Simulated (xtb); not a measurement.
**Energy and gradient calculation, with input and output: CH$_{9}$Ge$_{2}$N**

The run: energy and gradient calculation of CH$_{9}$Ge$_{2}$N ((H3Ge)2NMe), multiplicity 3. Method and program: GFN2-xTB (xtb 6.7.1).

The geometry is that of the parent species in another charge or spin state. The geometry comes from this level: GFN2-xTB.

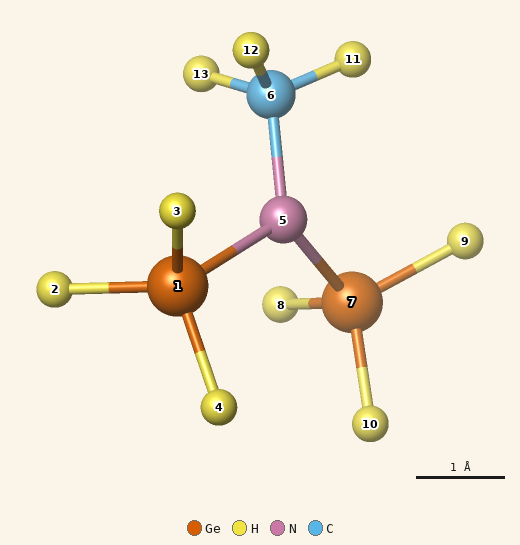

**Figure 1.** The structure as given in the input (ball-and-stick view, seen at a tilt; atoms are numbered from 1 in the order of the input). Sticks mark near contacts. Bond lengths as drawn: C–H 1.09 to 1.10 Å, C–N 1.45 Å, Ge–H 1.49 to 1.51 Å and Ge–N 1.82 Å.

**The input (struc.xyz)**
```
13
(H3Ge)2NMe
Ge    -0.999830    -1.145910     0.902040
H     -1.918100    -0.313030     1.762020
H     -0.192100    -2.033130     1.803020
H     -1.803470    -1.920850    -0.088790
N      0.210920    -0.166530    -0.045480
C      1.246620     0.503150     0.726190
Ge    -0.214760     0.611400    -1.639030
H     -0.845920     1.972560    -1.485500
H      1.082270     0.778690    -2.375340
H     -1.153830    -0.309010    -2.344500
H      2.084080     0.760850     0.072030
H      1.610890    -0.163670     1.511980
H      0.893230     1.425470     1.201350
```

Launched with:
```bash
xtb struc.xyz --grad --uhf 2 --json > xtb.out
```

**The program's output**
```
* xtb version 6.7.1
   ID    Z sym.   atoms
    1   32 Ge     1, 7
    2    1 H      2-4, 8-13
    3    7 N      5
    4    6 C      6

           -------------------------------------------------
          |                Calculation Setup                |
           -------------------------------------------------

          program call               : xtb struc.xyz --grad --uhf 2 --json
          coordinate file            : struc.xyz
          omp threads                :                     1

           -------------------------------------------------
          |                 G F N 2 - x T B                 |
           -------------------------------------------------

      * Hamiltonian:
        H0-scaling (s, p, d)           1.850000    2.230000    2.230000
        zeta-weighting                 0.500000
      * Dispersion:
        s8                             2.700000
        a1                             0.520000
        a2                             5.000000
        s9                             5.000000
      * Repulsion:
        kExp                           1.500000    1.000000
        rExp                           1.000000
      * Coulomb:
        alpha                          2.000000
        third order                    shell-resolved
        anisotropic                    true
        a3                             3.000000
        a5                             4.000000
        cn-shift                       1.200000
        cn-exp                         4.000000
        max-rad                        5.000000

          ...................................................
          :                      SETUP                      :
          :.................................................:
          :  # basis functions                  37          :
          :  # atomic orbitals                  35          :
          :  # shells                           19          :
          :  # electrons                        26          :
          :  max. iterations                   250          :
          :  Hamiltonian                  GFN2-xTB          :
          :  restarted?                      false          :
          :  GBSA solvation                  false          :
          :  PC potential                    false          :
          :  electronic temp.          300.0000000     K    :
          :  accuracy                    1.0000000          :
          :  -> integral cutoff          0.2500000E+02      :
          :  -> integral neglect         0.1000000E-07      :
          :  -> SCF convergence          0.1000000E-05 Eh   :
          :  -> wf. convergence          0.1000000E-03 e    :
          :  Broyden damping             0.4000000          :
          :  net charge                          0          :
          :  unpaired electrons                  2          :
          ...................................................

 iter      E             dE          RMSdq      gap      omega  full diag
   1    -13.0764324 -0.130764E+02  0.721E+00    0.61       0.0  T
   2    -13.1342306 -0.577982E-01  0.771E+00    1.45       1.0  T
   3    -13.3601094 -0.225879E+00  0.465E+00    1.08       1.0  T
   4    -12.9979210  0.362188E+00  0.524E+00    1.12       1.0  T
   5    -13.1951142 -0.197193E+00  0.390E+00    1.01       1.0  T
   6    -13.3627871 -0.167673E+00  0.797E-01    0.97       1.0  T
   7    -13.3627616  0.254742E-04  0.707E-01    0.97       1.0  T
   8    -13.3617979  0.963657E-03  0.781E-01    0.97       1.0  T
   9    -13.3603620  0.143587E-02  0.717E-01    0.97       1.0  T
  10    -13.3641899 -0.382783E-02  0.353E-01    0.98       1.0  T
  11    -13.3642115 -0.216140E-04  0.215E-01    0.98       1.0  T
  12    -13.3642368 -0.253372E-04  0.503E-02    0.98       1.0  T
  13    -13.3642387 -0.186670E-05  0.235E-02    0.98       1.2  T
  14    -13.3642397 -0.103924E-05  0.979E-03    0.98       2.8  T
  15    -13.3642399 -0.146103E-06  0.616E-03    0.98       4.5  T
  16    -13.3642399 -0.202167E-07  0.425E-04    0.98      65.2  T
  17    -13.3642399 -0.880434E-10  0.505E-04    0.98      54.9  T

   *** convergence criteria satisfied after 17 iterations ***

         #    Occupation            Energy/Eh            Energy/eV
      -------------------------------------------------------------
         1        2.0000           -0.6452147             -17.5572
       ...           ...                  ...                  ...
         8        2.0000           -0.4439232             -12.0798
         9        2.0000           -0.4401466             -11.9770
        10        2.0000           -0.4312487             -11.7349
        11        2.0000           -0.4296981             -11.6927
        12        2.0000           -0.4246521             -11.5554
        13        1.0000           -0.3973271             -10.8118
        14        1.0000           -0.1403349              -3.8187 (HOMO)
        15                         -0.1044398              -2.8420 (LUMO)
        16                         -0.0955499              -2.6000
        17                         -0.0884897              -2.4079
        18                         -0.0776178              -2.1121
        19                         -0.0576533              -1.5688
       ...                                ...                  ...
        35                          1.3890519              37.7980
      -------------------------------------------------------------
                  HL-Gap            0.0358951 Eh            0.9768 eV
             Fermi-level           -0.2666871 Eh           -7.2569 eV

 transition dipole moment (au) for excitation:          13          14
     X       Y       Z
   0.1617   0.0413   0.0688  total (au/Debye):    0.180   0.459
 dE (eV)             :    6.993
 oscillator strength :  0.78924E-02

 SCC (total)                   0 d,  0 h,  0 min,  0.009 sec
 SCC setup                      ...        0 min,  0.000 sec (  0.861%)
 Dispersion                     ...        0 min,  0.000 sec (  0.539%)
 classical contributions        ...        0 min,  0.000 sec (  0.116%)
 integral evaluation            ...        0 min,  0.001 sec (  9.765%)
 iterations                     ...        0 min,  0.005 sec ( 56.042%)
 molecular gradient             ...        0 min,  0.002 sec ( 18.783%)
 printout                       ...        0 min,  0.001 sec ( 13.741%)

         :::::::::::::::::::::::::::::::::::::::::::::::::::::
         ::                     SUMMARY                     ::
         :::::::::::::::::::::::::::::::::::::::::::::::::::::
         :: total energy             -13.252498769580 Eh    ::
         :: gradient norm              0.132331113920 Eh/a0 ::
         :: HOMO-LUMO gap              0.976754409363 eV    ::
         ::.................................................::
         :: SCC energy               -13.364223071954 Eh    ::
         :: -> isotropic ES            0.003593501975 Eh    ::
         :: -> anisotropic ES          0.001494964868 Eh    ::
         :: -> anisotropic XC          0.008767590369 Eh    ::
         :: -> dispersion             -0.008117900809 Eh    ::
         :: repulsion energy           0.111724302375 Eh    ::
         :: add. restraining           0.000000000000 Eh    ::
         :: total charge              -0.000000000001 e     ::
         :::::::::::::::::::::::::::::::::::::::::::::::::::::

           -------------------------------------------------
          |                Property Printout                |
           -------------------------------------------------

    * Orbital Energies and Occupations

         #    Occupation            Energy/Eh            Energy/eV
      -------------------------------------------------------------
         1        2.0000           -0.6452147             -17.5572
         2        2.0000           -0.6182463             -16.8233
         3        2.0000           -0.6146830             -16.7264
         4        2.0000           -0.5617583             -15.2862
         5        2.0000           -0.5233522             -14.2411
         6        2.0000           -0.5151763             -14.0187
         7        2.0000           -0.4930814             -13.4174
         8        2.0000           -0.4439232             -12.0798
         9        2.0000           -0.4401466             -11.9770
        10        2.0000           -0.4312487             -11.7349
        11        2.0000           -0.4296981             -11.6927
        12        2.0000           -0.4246521             -11.5554
        13        1.0000           -0.3973271             -10.8118
        14        1.0000           -0.1403349              -3.8187 (HOMO)
        15                         -0.1044398              -2.8420 (LUMO)
        16                         -0.0955499              -2.6000
        17                         -0.0884897              -2.4079
        18                         -0.0776178              -2.1121
        19                         -0.0576533              -1.5688
        20                         -0.0214566              -0.5839
        21                          0.0299015               0.8137
        22                          0.0385954               1.0502
        23                          0.0602555               1.6396
        24                          0.0655577               1.7839
        25                          0.1176726               3.2020
       ...                                ...                  ...
        35                          1.3890519              37.7980
      -------------------------------------------------------------
                  HL-Gap            0.0358951 Eh            0.9768 eV
             Fermi-level           -0.2666871 Eh           -7.2569 eV

     #   Z          covCN         q      C6AA      α(0)
     1  32          3.860     0.062   170.447    23.429
     2   1          0.936     0.013     2.846     2.637
     3   1          0.938    -0.025     3.534     2.939
     4   1          0.939    -0.016     3.348     2.861
     5   7          2.572    -0.198    25.321     7.473
     6   6          3.814    -0.016    20.850     6.499
     7  32          3.865     0.063   170.417    23.427
     8   1          0.936     0.009     2.903     2.664
     9   1          0.938    -0.024     3.497     2.924
    10   1          0.939    -0.016     3.341     2.858
    11   1          0.924     0.042     2.417     2.431
    12   1          0.924     0.040     2.444     2.445
    13   1          0.924     0.064     2.150     2.293

 Mol. C6AA /au·bohr⁶  :       2588.876879
 Mol. C8AA /au·bohr⁸  :     123207.704562
 Mol. α(0) /au        :         84.880392

Wiberg/Mayer (AO) data.
largest (>0.10) Wiberg bond orders for each atom

 ---------------------------------------------------------------------------
     #   Z sym  total        # sym  WBO       # sym  WBO       # sym  WBO
 ---------------------------------------------------------------------------
     1  32      3.630 --     4      0.857     5      0.848     3      0.832
                             2      0.780     7      0.253
     2   1      0.991 --     1      0.780
     3   1      0.999 --     1      0.832
     4   1      1.000 --     1      0.857
     5   7      3.191 --     6      1.063     1      0.848     7      0.846
     6   6      3.990 --     5      1.063    12      0.967    11      0.964
                            13      0.922
     7  32      3.633 --    10      0.858     5      0.846     9      0.829
                             8      0.785     1      0.253
     8   1      0.992 --     7      0.785
     9   1      0.999 --     7      0.829
    10   1      1.000 --     7      0.858
    11   1      0.998 --     6      0.964
    12   1      0.998 --     6      0.967
    13   1      0.992 --     6      0.922
 ---------------------------------------------------------------------------

Topologies differ in total number of bonds
Writing topology from bond orders to xtbtopo.mol

molecular dipole:
                 x           y           z       tot (Debye)
 q only:        0.128       0.364       0.279
   full:        0.796       0.624       0.662       3.073
molecular quadrupole (traceless):
                xx          xy          yy          xz          yz          zz
 q only:        0.682       0.535      -0.465       0.645       0.299      -0.216
  q+dip:        3.177      -2.531       0.866       1.700       5.731      -4.044
   full:        2.268      -2.180       0.958       1.122       4.741      -3.226

           -------------------------------------------------
          | TOTAL ENERGY              -13.252498769580 Eh   |
          | GRADIENT NORM               0.132331113920 Eh/α |
          | HOMO-LUMO GAP               0.976754409363 eV   |
           -------------------------------------------------

------------------------------------------------------------------------
------------------------------------------------------------------------
 total:
 *  cpu-time:     0 d,  0 h,  0 min,  0.017 sec
 * ratio c/w:     1.000 speedup
 SCF:
 *  cpu-time:     0 d,  0 h,  0 min,  0.009 sec
 * ratio c/w:     1.000 speedup
```

**Standard error**
```
normal termination of xtb
```

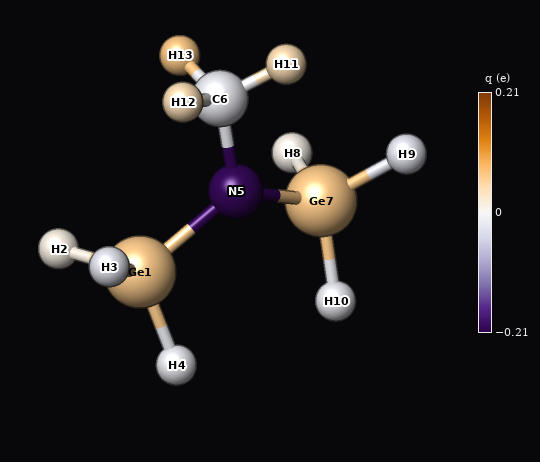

**Figure 2.** Mulliken charges, as the colour of each atom (ball-and-stick view, seen at a tilt; atoms are numbered from 1 in the order of the input). By element: Ge +0.06, H −0.03 to +0.06, N −0.20 and C −0.02 e.

**Results in brief**

```csv
quantity,value
outcome,converged
electrons treated,26
total energy,−13.252499 hartree
dispersion energy,−0.008118 hartree
basis functions,37
largest force,4.010 eV/Å
dipole moment,3.07 D
hardware,"1 thread of Arm Neoverse V1, 24 GiB of memory available, shared host"
peak memory,0.073 GiB
```
